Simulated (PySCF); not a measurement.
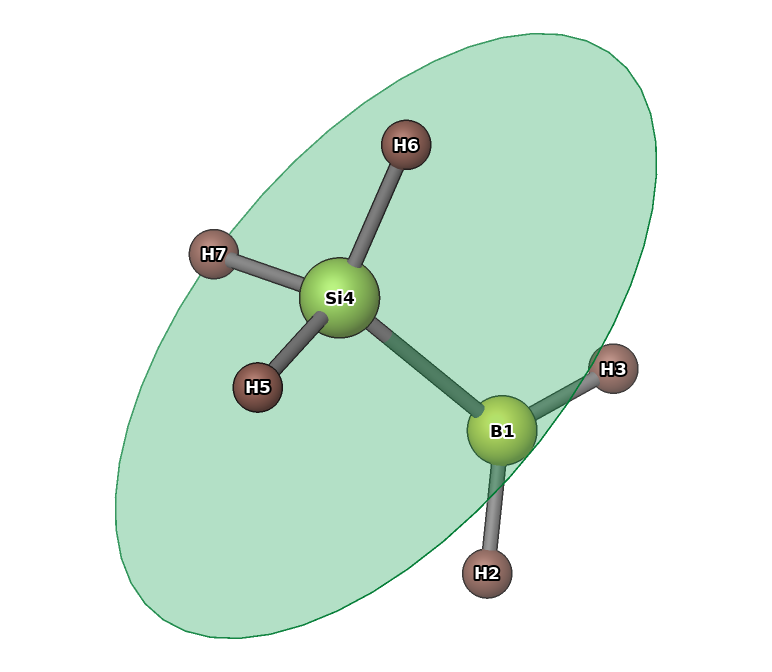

A disc through the centre of mass is drawn in. Distant atoms are faded towards the background colour. Computed geometry: PBE0-D4/def2-TZVP optimisation. No frequency run is at hand to confirm it as a minimum.

Is the plane of the disc a mirror plane of the structure?

Answer. No. The point group is Cs, with 1 mirror plane, and this plane isn't one of its mirror planes.
